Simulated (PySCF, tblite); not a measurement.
**C5H6ClF: a rotation path, then NMR shifts on frames**

Aim: move C5H6ClF (`C=CC/C(F)=C/Cl`) away from its starting geometry and see how NMR shifts follow the geometry.

Computed with tblite 0.8.0 and PySCF 2.14.0, with density-fitted response routines of our own, on a single molecule in the gas phase. Atoms count from 0, in the outputs and in this text.

**1. Starting geometry**

13 atoms, charge 0, multiplicity 1; geometry from: GFN2-xTB.

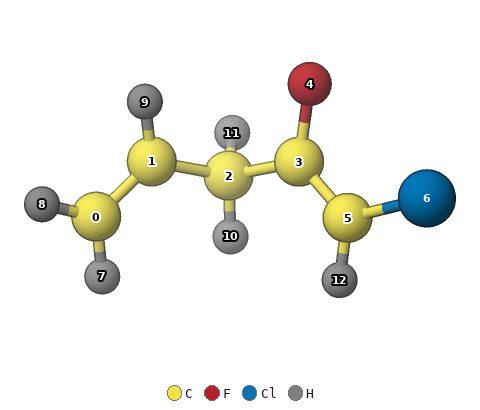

As it starts; carbon yellow, fluorine red, chlorine blue, hydrogen grey, atoms numbered.

**2. A band between two rotamers with GFN2-xTB**

Job settings and geometry (Å):

```
{"job": {"kind": "neb", "xc": "GFN2-xTB", "basis": "xTB", "atoms": [1, 2, 3, 4], "turn": 120}, "charge": 0, "multiplicity": 1}
C     -1.822308     1.273962     0.218391
C     -1.218990     0.308072    -0.445435
C     -0.360556    -0.745741     0.198448
C      1.032776    -0.675936    -0.347703
F      1.126527    -1.074380    -1.631858
C      2.103117    -0.249389     0.307925
Cl     3.677660    -0.168024    -0.382087
H     -1.743381     1.364021     1.289468
H     -2.427892     2.011817    -0.278444
H     -1.306669     0.232164    -1.520532
H     -0.336806    -0.614847     1.279054
H     -0.768494    -1.733207    -0.038128
H      2.040628     0.071974     1.333175
```

Method: GFN2-xTB climbing-image nudged elastic band, gas phase.

Command:

```
OMP_NUM_THREADS=1 python probes_run.py task.json out
```

One launch serves the whole session: the jobs run in the order shown.

What it wrote:

```text
image   E - E0 / eV
  0      -0.0000
  1       0.0152
  2       0.0496
  3       0.0841
  4       0.0948
  5       0.0763
  6       0.0420
  7       0.0119
  8      -0.0008
```

It took 2.4 s on 1 thread of Arm Neoverse V2, shared host; peak memory 0.19 GiB.

The final band, with the dihedral C1–C2–C3–F4:

| image | dihedral (°) | energy (eV) | energy (kcal/mol) |
| --- | --- | --- | --- |
| 0 | -70 | 0.000 | 0.0 |
| 1 | -54 | 0.015 | 0.3 |
| 2 | -36 | 0.050 | 1.1 |
| 3 | -17 | 0.084 | 1.9 |
| 4 | 2 | 0.095 | 2.2 |
| 5 | 22 | 0.076 | 1.8 |
| 6 | 41 | 0.042 | 1.0 |
| 7 | 59 | 0.012 | 0.3 |
| 8 | 78 | -0.001 | 0.0 |

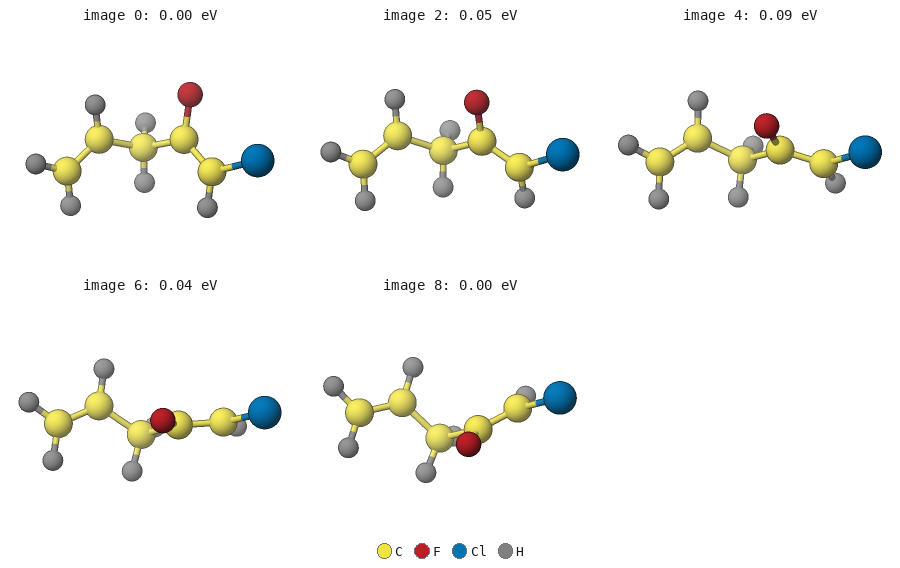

Images along the band.

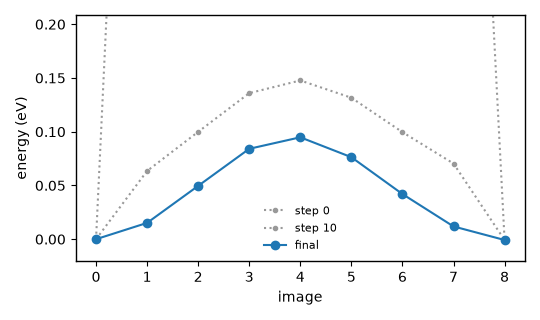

Energy along the band, early and final.

**3. Nuclear shieldings: image 0, PBE0/pcSseg-1**

Job settings and geometry (Å):

```
{"job": {"kind": "nmr", "xc": "PBE0", "basis": "pcSseg-1", "pop": false}, "charge": 0, "multiplicity": 1}
C     -1.822300     1.274000     0.218400
C     -1.219000     0.308100    -0.445400
C     -0.360600    -0.745700     0.198400
C      1.032800    -0.675900    -0.347700
F      1.126500    -1.074400    -1.631900
C      2.103100    -0.249400     0.307900
Cl     3.677700    -0.168000    -0.382100
H     -1.743400     1.364000     1.289500
H     -2.427900     2.011800    -0.278400
H     -1.306700     0.232200    -1.520500
H     -0.336800    -0.614800     1.279100
H     -0.768500    -1.733200    -0.038100
H      2.040600     0.072000     1.333200
```

With the program's defaults for keys left out, this is: GIAO PBE0/pcSseg-1 NMR shielding, non-relativistic, gas phase.

What it wrote:

```text
coarse grid: 11864 points
cycle   1  E = -753.5003932975  dE =  9.066e-01  |g| = 4.956e-01  |ddm| = 3.270e+00
cycle   2  E = -753.4740117652  dE =  2.638e-02  |g| = 6.536e-01  |ddm| = 9.263e-01
cycle   3  E = -753.5493607378  dE = -7.535e-02  |g| = 8.768e-02  |ddm| = 5.616e-01
cycle   4  E = -753.5507612127  dE = -1.400e-03  |g| = 3.005e-02  |ddm| = 8.429e-02
cycle   5  E = -753.5509606059  dE = -1.994e-04  |g| = 1.029e-02  |ddm| = 3.088e-02
cycle   6  E = -753.5509825747  dE = -2.197e-05  |g| = 4.131e-03  |ddm| = 1.075e-02
cycle   7  E = -753.5509866069  dE = -4.032e-06  |g| = 7.661e-04  |ddm| = 3.896e-03
final grid: 111624 points
cycle   8  E = -753.5989452482  dE = -3.659e-05  |g| = 7.762e-03  |ddm| = 2.460e-02
cycle   9  E = -753.5989391453  dE =  6.103e-06  |g| = 9.699e-03  |ddm| = 1.373e-02
cycle  10  E = -753.5989587161  dE = -1.957e-05  |g| = 1.545e-03  |ddm| = 8.441e-03
cycle  11  E = -753.5989591045  dE = -3.884e-07  |g| = 2.717e-04  |ddm| = 1.435e-03
cycle  12  E = -753.5989591193  dE = -1.473e-08  |g| = 7.249e-05  |ddm| = 2.718e-04
cycle  13  E = -753.5989591203  dE = -1.075e-09  |g| = 3.228e-05  |ddm| = 8.348e-05
cycle  14  E = -753.5989591206  dE = -2.419e-10  |g| = 5.653e-06  |ddm| = 2.647e-05
converged SCF energy = -753.5989591206

GIAO shielding tensors (ppm)
atom      isotropic    diamagn.    paramagn.     s11        s22        s33       span
  0 C       63.280     253.893    -190.613    -48.027     79.905    157.962    205.988
  1 C       44.759     256.767    -212.008    -79.417     52.059    161.635    241.052
  2 C      143.462     247.993    -104.531    129.447    143.728    157.211     27.764
  3 C       15.400     251.735    -236.335    -82.736     54.700     74.238    156.974
  4 F      276.666     473.951    -197.285    178.027    258.023    393.947    215.920
  5 C       77.976     254.197    -176.220      2.326    105.571    126.031    123.705
  6 Cl     807.323    1144.670    -337.347    610.282    846.458    965.229    354.947
  7 H       26.282      31.445      -5.163     22.813     25.831     30.202      7.389
  8 H       26.282      29.034      -2.753     23.567     25.229     30.049      6.482
  9 H       25.315      31.256      -5.941     22.647     24.191     29.108      6.461
 10 H       29.063      32.259      -3.196     25.922     29.375     31.893      5.971
 11 H       28.443      29.170      -0.727     25.215     27.190     32.925      7.710
 12 H       26.330      31.051      -4.721     21.230     26.707     31.054      9.823
```

It took 15 s on 1 thread of Arm Neoverse V2, shared host; peak memory 0.73 GiB.

The references, computed at this level on geometries of the same kind, shield at (ppm): ¹H TMS 31.72, ¹³C TMS 186.9, ¹⁹F CFCl3 170.9, ³⁵Cl HCl 950. Their shielding less the atom's gives the shift. The references are single molecules in the gas phase, so shifts against H2O, NH3, PH3, H3PO4 or CFCl3 are not on the usual liquid scales and can be off by tens of ppm. Each atom is listed at this fixed geometry, with no averaging over motion; a spectrum would average atoms that exchange fast.

| atoms | environment | σ (ppm) | δ (ppm) |
| --- | --- | --- | --- |
| C3 | fully substituted alkene carbon | 15.4 | 171.5 |
| C1 | alkene CH | 44.8 | 142.2 |
| C0 | terminal =CH2 carbon | 63.3 | 123.6 |
| C5 | alkene CH | 78.0 | 108.9 |
| C2 | allylic sp3 CH2 | 143.5 | 43.5 |
| H9 | hydrogen on an alkene CH | 25.32 | 6.40 |
| H8 | hydrogen on a terminal =CH2 carbon | 26.28 | 5.44 |
| H7 | hydrogen on a terminal =CH2 carbon | 26.28 | 5.43 |
| H12 | hydrogen on an alkene CH | 26.33 | 5.39 |
| H11 | hydrogen on an allylic sp3 CH2 | 28.44 | 3.27 |
| H10 | hydrogen on an allylic sp3 CH2 | 29.06 | 2.65 |
| F4 | vinylic fluorine | 276.7 | -105.7 |
| Cl6 | chlorine bonded to C | 807 | 142 |

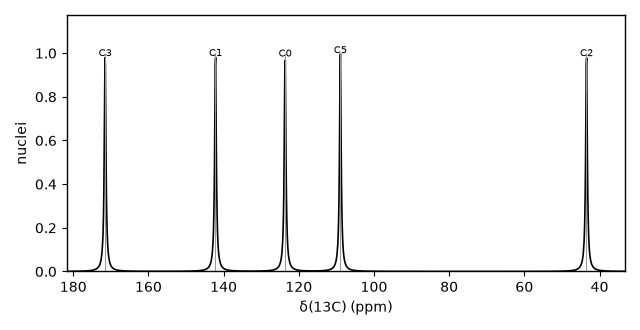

¹³C lines at the computed shifts, without couplings. Lines are broadened to a width of 0.51 ppm (Lorentzian).

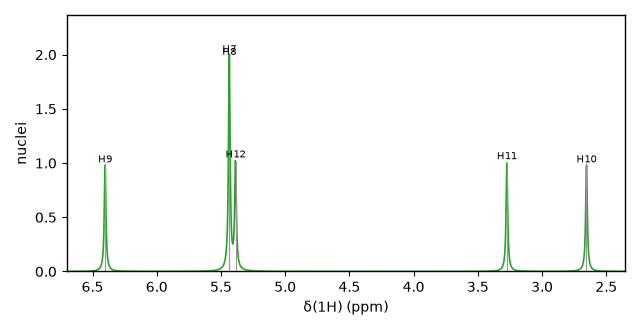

¹H lines at the computed shifts, without couplings. Lines are broadened to a width of 0.01 ppm (Lorentzian).

**4. Nuclear shieldings: image 2, PBE0/pcSseg-1**

Job settings and geometry (Å):

```
{"job": {"kind": "nmr", "xc": "PBE0", "basis": "pcSseg-1", "pop": false}, "charge": 0, "multiplicity": 1}
C     -1.960400     1.250200     0.098500
C     -1.298800     0.249300    -0.445300
C     -0.296600    -0.598000     0.284200
C      1.067800    -0.464400    -0.328100
F      1.063900    -0.332000    -1.668100
C      2.214900    -0.497700     0.335600
Cl     3.750500    -0.351200    -0.427100
H     -1.826400     1.527100     1.131400
H     -2.670800     1.829400    -0.465600
H     -1.444100    -0.010800    -1.484700
H     -0.244800    -0.324800     1.338200
H     -0.602000    -1.647700     0.209900
H      2.242300    -0.629100     1.403300
```

Level: GIAO PBE0/pcSseg-1 NMR shielding, non-relativistic, gas phase.

What it wrote:

```text
coarse grid: 11864 points
cycle   1  E = -753.4986573628  dE =  9.124e-01  |g| = 4.941e-01  |ddm| = 3.287e+00
cycle   2  E = -753.4727302110  dE =  2.593e-02  |g| = 6.507e-01  |ddm| = 9.317e-01
cycle   3  E = -753.5474803076  dE = -7.475e-02  |g| = 8.765e-02  |ddm| = 5.630e-01
cycle   4  E = -753.5488860918  dE = -1.406e-03  |g| = 2.938e-02  |ddm| = 8.408e-02
cycle   5  E = -753.5490756842  dE = -1.896e-04  |g| = 1.021e-02  |ddm| = 3.049e-02
cycle   6  E = -753.5490970598  dE = -2.138e-05  |g| = 4.203e-03  |ddm| = 1.080e-02
cycle   7  E = -753.5491012237  dE = -4.164e-06  |g| = 7.084e-04  |ddm| = 3.880e-03
final grid: 111624 points
cycle   8  E = -753.5971099698  dE = -3.558e-05  |g| = 7.615e-03  |ddm| = 2.340e-02
cycle   9  E = -753.5971044834  dE =  5.486e-06  |g| = 9.392e-03  |ddm| = 1.363e-02
cycle  10  E = -753.5971230045  dE = -1.852e-05  |g| = 1.532e-03  |ddm| = 8.243e-03
cycle  11  E = -753.5971233868  dE = -3.824e-07  |g| = 2.615e-04  |ddm| = 1.433e-03
cycle  12  E = -753.5971234003  dE = -1.348e-08  |g| = 6.766e-05  |ddm| = 2.584e-04
cycle  13  E = -753.5971234012  dE = -9.184e-10  |g| = 3.098e-05  |ddm| = 8.175e-05
converged SCF energy = -753.5971234012

GIAO shielding tensors (ppm)
atom      isotropic    diamagn.    paramagn.     s11        s22        s33       span
  0 C       61.805     253.523    -191.719    -51.205     78.431    158.187    209.392
  1 C       47.078     256.179    -209.102    -76.701     54.587    163.347    240.048
  2 C      146.214     248.628    -102.413    129.164    146.292    163.187     34.023
  3 C       16.616     250.946    -234.331    -82.505     57.535     74.817    157.322
  4 F      280.447     474.357    -193.909    178.007    252.662    410.673    232.666
  5 C       78.754     253.922    -175.168      1.710    107.682    126.869    125.160
  6 Cl     811.084    1144.624    -333.540    616.706    851.035    965.511    348.805
  7 H       26.231      31.177      -4.946     22.794     25.643     30.256      7.462
  8 H       26.195      28.688      -2.493     23.355     25.174     30.056      6.701
  9 H       25.241      31.090      -5.849     22.812     23.991     28.921      6.108
 10 H       28.963      32.373      -3.410     25.600     29.601     31.688      6.087
 11 H       28.211      29.320      -1.108     24.298     27.433     32.903      8.604
 12 H       26.371      30.562      -4.191     21.416     26.884     30.813      9.398
```

It took 14 s on 1 thread of Arm Neoverse V2, shared host; peak memory 0.75 GiB.

In short: δ C3 170.3, C1 139.8, C0 125.1, C5 108.2, H9 6.48, H8 5.52 ppm.

**5. Nuclear shieldings: image 4, PBE0/pcSseg-1**

Job settings and geometry (Å):

```
{"job": {"kind": "nmr", "xc": "PBE0", "basis": "pcSseg-1", "pop": false}, "charge": 0, "multiplicity": 1}
C     -2.069000     1.190100    -0.027200
C     -1.322500     0.180800    -0.428000
C     -0.241000    -0.443400     0.402600
C      1.110400    -0.275400    -0.242300
F      1.110300     0.429600    -1.388900
C      2.249300    -0.754300     0.239700
Cl     3.770800    -0.514900    -0.527000
H     -1.956100     1.629600     0.950800
H     -2.829200     1.616500    -0.658100
H     -1.445800    -0.238200    -1.417200
H     -0.222600     0.010400     1.396600
H     -0.439100    -1.512600     0.525000
H      2.280100    -1.317600     1.156400
```

Level: GIAO PBE0/pcSseg-1 NMR shielding, non-relativistic, gas phase.

What it wrote:

```text
coarse grid: 11864 points
cycle   1  E = -753.4937255545  dE =  9.121e-01  |g| = 4.969e-01  |ddm| = 3.293e+00
cycle   2  E = -753.4656830832  dE =  2.804e-02  |g| = 6.618e-01  |ddm| = 9.591e-01
cycle   3  E = -753.5432250138  dE = -7.754e-02  |g| = 8.846e-02  |ddm| = 5.803e-01
cycle   4  E = -753.5446688640  dE = -1.444e-03  |g| = 2.915e-02  |ddm| = 8.525e-02
cycle   5  E = -753.5448551582  dE = -1.863e-04  |g| = 9.936e-03  |ddm| = 3.021e-02
cycle   6  E = -753.5448752650  dE = -2.011e-05  |g| = 4.141e-03  |ddm| = 1.029e-02
cycle   7  E = -753.5448792898  dE = -4.025e-06  |g| = 7.038e-04  |ddm| = 3.747e-03
final grid: 111624 points
cycle   8  E = -753.5938593534  dE = -3.905e-05  |g| = 7.427e-03  |ddm| = 2.559e-02
cycle   9  E = -753.5938541880  dE =  5.165e-06  |g| = 9.170e-03  |ddm| = 1.357e-02
cycle  10  E = -753.5938718070  dE = -1.762e-05  |g| = 1.532e-03  |ddm| = 8.135e-03
cycle  11  E = -753.5938721864  dE = -3.794e-07  |g| = 2.908e-04  |ddm| = 1.504e-03
cycle  12  E = -753.5938722027  dE = -1.635e-08  |g| = 8.790e-05  |ddm| = 3.133e-04
cycle  13  E = -753.5938722042  dE = -1.538e-09  |g| = 4.153e-05  |ddm| = 1.072e-04
cycle  14  E = -753.5938722046  dE = -4.036e-10  |g| = 7.024e-06  |ddm| = 3.462e-05
converged SCF energy = -753.5938722046

GIAO shielding tensors (ppm)
atom      isotropic    diamagn.    paramagn.     s11        s22        s33       span
  0 C       60.611     253.463    -192.852    -53.451     78.118    157.166    210.617
  1 C       48.162     254.995    -206.832    -75.075     54.653    164.909    239.984
  2 C      148.477     250.209    -101.732    130.201    146.206    169.024     38.824
  3 C       17.835     250.291    -232.456    -83.866     60.411     76.961    160.827
  4 F      272.973     474.069    -201.097    182.378    242.187    394.353    211.974
  5 C       77.686     253.558    -175.873     -3.501    109.203    127.355    130.857
  6 Cl     808.772    1144.589    -335.817    614.112    855.390    956.813    342.701
  7 H       26.196      31.055      -4.860     22.635     25.720     30.232      7.597
  8 H       26.178      28.626      -2.448     23.148     25.276     30.109      6.961
  9 H       25.474      30.735      -5.261     23.270     24.763     28.389      5.119
 10 H       28.482      31.897      -3.414     24.585     28.930     31.932      7.347
 11 H       28.228      30.327      -2.099     24.065     28.256     32.363      8.298
 12 H       26.356      30.168      -3.813     21.554     26.758     30.755      9.201
```

Run time: 15 s. Hardware: 1 thread of Arm Neoverse V2, shared host; peak memory 0.75 GiB.

This run: δ C3 169.1, C1 138.8, C0 126.3, C5 109.2, H9 6.24, H8 5.54 ppm.

**6. Nuclear shieldings: image 6, PBE0/pcSseg-1**

Job settings and geometry (Å):

```
{"job": {"kind": "nmr", "xc": "PBE0", "basis": "pcSseg-1", "pop": false}, "charge": 0, "multiplicity": 1}
C     -2.125100     1.101600    -0.159000
C     -1.290200     0.107900    -0.389400
C     -0.190800    -0.291900     0.552600
C      1.154500    -0.114500    -0.087800
F      1.266300     1.012200    -0.817000
C      2.188300    -0.934000     0.044300
Cl     3.723200    -0.654300    -0.681000
H     -2.076600     1.689400     0.743600
H     -2.896900     1.368800    -0.859400
H     -1.345700    -0.460300    -1.307900
H     -0.236400     0.336700     1.446400
H     -0.301100    -1.335600     0.853200
H      2.126000    -1.825600     0.643700
```

Method: GIAO PBE0/pcSseg-1 NMR shielding, non-relativistic, gas phase.

What it wrote:

```text
coarse grid: 11864 points
cycle   1  E = -753.4974867716  dE =  9.110e-01  |g| = 4.985e-01  |ddm| = 3.278e+00
cycle   2  E = -753.4681597373  dE =  2.933e-02  |g| = 6.693e-01  |ddm| = 9.885e-01
cycle   3  E = -753.5471697042  dE = -7.901e-02  |g| = 8.976e-02  |ddm| = 6.073e-01
cycle   4  E = -753.5486352752  dE = -1.466e-03  |g| = 2.947e-02  |ddm| = 8.675e-02
cycle   5  E = -753.5488247771  dE = -1.895e-04  |g| = 9.646e-03  |ddm| = 3.077e-02
cycle   6  E = -753.5488441090  dE = -1.933e-05  |g| = 3.869e-03  |ddm| = 9.523e-03
cycle   7  E = -753.5488476277  dE = -3.519e-06  |g| = 7.268e-04  |ddm| = 3.385e-03
final grid: 111624 points
cycle   8  E = -753.5976932254  dE = -3.810e-05  |g| = 7.504e-03  |ddm| = 2.565e-02
cycle   9  E = -753.5976882524  dE =  4.973e-06  |g| = 9.142e-03  |ddm| = 1.365e-02
cycle  10  E = -753.5977060096  dE = -1.776e-05  |g| = 1.554e-03  |ddm| = 8.326e-03
cycle  11  E = -753.5977063990  dE = -3.894e-07  |g| = 2.956e-04  |ddm| = 1.570e-03
cycle  12  E = -753.5977064161  dE = -1.710e-08  |g| = 8.294e-05  |ddm| = 3.160e-04
cycle  13  E = -753.5977064175  dE = -1.410e-09  |g| = 3.686e-05  |ddm| = 1.010e-04
cycle  14  E = -753.5977064179  dE = -3.147e-10  |g| = 6.444e-06  |ddm| = 3.095e-05
converged SCF energy = -753.5977064179

GIAO shielding tensors (ppm)
atom      isotropic    diamagn.    paramagn.     s11        s22        s33       span
  0 C       58.871     253.227    -194.355    -57.233     76.485    157.362    214.595
  1 C       46.682     255.714    -209.032    -73.874     54.339    159.581    233.455
  2 C      144.946     248.373    -103.427    128.451    143.923    162.464     34.014
  3 C       17.398     249.682    -232.285    -81.932     56.315     77.809    159.742
  4 F      271.786     474.753    -202.967    169.497    242.638    403.223    233.726
  5 C       77.993     254.348    -176.355      0.191    107.022    126.765    126.574
  6 Cl     806.050    1144.615    -338.566    608.663    846.329    963.156    354.493
  7 H       26.056      30.899      -4.844     22.267     25.763     30.137      7.870
  8 H       26.128      28.733      -2.605     22.954     25.357     30.073      7.119
  9 H       25.687      31.063      -5.376     23.337     25.241     28.482      5.145
 10 H       28.504      30.978      -2.474     24.736     28.309     32.466      7.730
 11 H       28.661      30.950      -2.288     24.884     28.880     32.220      7.336
 12 H       26.327      30.321      -3.994     21.494     26.781     30.705      9.211
```

Wall time 15 s (1 thread of Arm Neoverse V2, shared host); peak memory 0.8 GiB.

This run: δ C3 169.5, C1 140.2, C0 128.1, C5 108.9, H9 6.03, H7 5.66 ppm.

**7. NMR shieldings: image 8, PBE0/pcSseg-1**

Job settings and geometry (Å):

```
{"job": {"kind": "nmr", "xc": "PBE0", "basis": "pcSseg-1", "pop": false}, "charge": 0, "multiplicity": 1}
C     -2.113100     0.980500    -0.305600
C     -1.200800     0.028700    -0.317400
C     -0.147300    -0.143200     0.743000
C      1.214900     0.009800     0.138200
F      1.563700     1.292100    -0.081700
C      2.026300    -0.981100    -0.205700
Cl     3.567500    -0.749700    -0.935000
H     -2.165900     1.707900     0.487900
H     -2.847400     1.072700    -1.087000
H     -1.154200    -0.688800    -1.125500
H     -0.276100     0.616000     1.516800
H     -0.228900    -1.135100     1.189500
H      1.757000    -2.009300    -0.035300
```

With the program's defaults for keys left out, this is: GIAO PBE0/pcSseg-1 NMR shielding, non-relativistic, gas phase.

What it wrote:

```text
coarse grid: 11864 points
cycle   1  E = -753.4990086837  dE =  9.068e-01  |g| = 4.984e-01  |ddm| = 3.269e+00
cycle   2  E = -753.4693243200  dE =  2.968e-02  |g| = 6.698e-01  |ddm| = 9.626e-01
cycle   3  E = -753.5486053820  dE = -7.928e-02  |g| = 9.056e-02  |ddm| = 5.929e-01
cycle   4  E = -753.5500933722  dE = -1.488e-03  |g| = 3.069e-02  |ddm| = 8.677e-02
cycle   5  E = -753.5503000576  dE = -2.067e-04  |g| = 1.003e-02  |ddm| = 3.209e-02
cycle   6  E = -753.5503216189  dE = -2.156e-05  |g| = 3.684e-03  |ddm| = 9.508e-03
cycle   7  E = -753.5503247957  dE = -3.177e-06  |g| = 7.079e-04  |ddm| = 3.160e-03
final grid: 111624 points
cycle   8  E = -753.5986985906  dE = -3.816e-05  |g| = 7.586e-03  |ddm| = 2.547e-02
cycle   9  E = -753.5986930697  dE =  5.521e-06  |g| = 9.426e-03  |ddm| = 1.336e-02
cycle  10  E = -753.5987114320  dE = -1.836e-05  |g| = 1.515e-03  |ddm| = 8.170e-03
cycle  11  E = -753.5987118033  dE = -3.713e-07  |g| = 3.002e-04  |ddm| = 1.473e-03
cycle  12  E = -753.5987118213  dE = -1.798e-08  |g| = 8.731e-05  |ddm| = 3.011e-04
cycle  13  E = -753.5987118229  dE = -1.612e-09  |g| = 3.468e-05  |ddm| = 9.220e-05
cycle  14  E = -753.5987118232  dE = -2.815e-10  |g| = 5.302e-06  |ddm| = 2.960e-05
converged SCF energy = -753.5987118232

GIAO shielding tensors (ppm)
atom      isotropic    diamagn.    paramagn.     s11        s22        s33       span
  0 C       60.798     253.273    -192.475    -52.511     77.047    157.857    210.368
  1 C       43.361     256.440    -213.079    -74.787     56.490    148.381    223.169
  2 C      143.645     248.392    -104.748    129.716    144.092    157.126     27.411
  3 C       15.941     250.235    -234.294    -83.599     55.443     75.979    159.578
  4 F      271.527     473.720    -202.193    174.940    253.854    385.787    210.847
  5 C       78.121     254.577    -176.455      2.394    105.523    126.447    124.053
  6 Cl     804.818    1144.628    -339.810    607.711    844.122    962.621    354.910
  7 H       26.126      30.788      -4.662     22.477     25.731     30.170      7.693
  8 H       26.234      29.018      -2.784     23.243     25.331     30.128      6.886
  9 H       25.779      31.805      -6.026     23.260     25.045     29.031      5.771
 10 H       28.778      30.863      -2.085     25.732     28.093     32.509      6.777
 11 H       28.715      30.850      -2.135     25.075     28.481     32.590      7.515
 12 H       26.335      30.676      -4.341     21.475     26.827     30.703      9.228
```

Wall time 15 s (1 thread of Arm Neoverse V2, shared host); peak memory 0.75 GiB.

Key values: δ C3 171.0, C1 143.6, C0 126.1, C5 108.8, H9 5.94, H7 5.59 ppm.

**8. Side by side: NMR shifts**

Shifts (ppm) of some atoms, chosen among heavy atoms and hydrogens apart, with basis size and wall time:

| frame | C1 | C0 | C2 | H9 | H10 | F4 | Cl6 | functions | time |
| --- | --- | --- | --- | --- | --- | --- | --- | --- | --- |
| image 0 | 142.2 | 123.6 | 43.5 | 6.40 | 2.65 | -105.7 | 142 | 156 | 15 s |
| image 2 | 139.8 | 125.1 | 40.7 | 6.48 | 2.75 | -109.5 | 139 | 156 | 14 s |
| image 4 | 138.8 | 126.3 | 38.4 | 6.24 | 3.23 | -102.0 | 141 | 156 | 15 s |
| image 6 | 140.2 | 128.1 | 42.0 | 6.03 | 3.21 | -100.8 | 144 | 156 | 15 s |
| image 8 | 143.6 | 126.1 | 43.3 | 5.94 | 2.94 | -100.6 | 145 | 156 | 15 s |

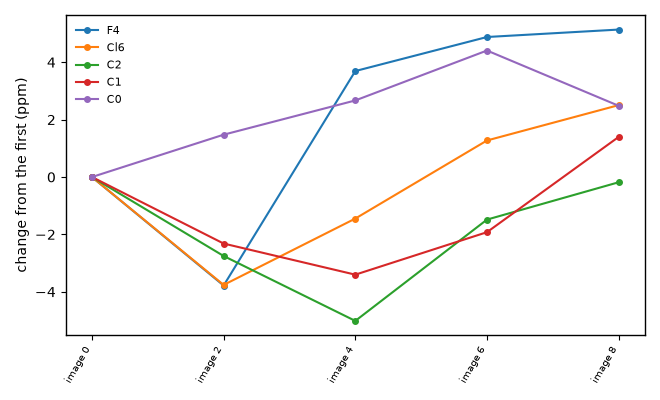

How five of the tabulated atoms move from run to run.

**9. Summary of results**

| quantity | value |
| --- | --- |
| barrier | 0.095 eV (2.2 kcal/mol) at image 4 |
| end to end (GFN2-xTB) | -0.001 eV |
| ¹³C shifts against TMS (PBE0/pcSseg-1, image 0) | 171.5, 142.2, 123.6, 108.9, 43.5 ppm |
| ¹H shifts against TMS (PBE0/pcSseg-1, image 0) | 6.40, 5.44, 5.43, 5.39, 3.27, 2.65 ppm |
| ¹⁹F shifts against CFCl3 (PBE0/pcSseg-1, image 0) | -105.7 ppm |
| ³⁵Cl shifts against HCl (PBE0/pcSseg-1, image 0) | 142 ppm |
| range of the shift of F4 | -109.5 to -100.6 ppm |

**Reading.** Along the band the dihedral turns by 148°, and the top (dihedral 2°) lies 2.2 kcal/mol above the start (GFN2-xTB, rough), so at room temperature this motion is fast. The top was not checked by a frequency run. Shifts at one fixed geometry are not the observed spectrum, which averages over the motion. In the first frame run (image 0): The widest tensor belongs to Cl6: span 355 ppm, with a paramagnetic part of -337 ppm. Across the 5 runs the shift of F4 moves most, between -109.5 (image 2) and -100.6 ppm (image 8).
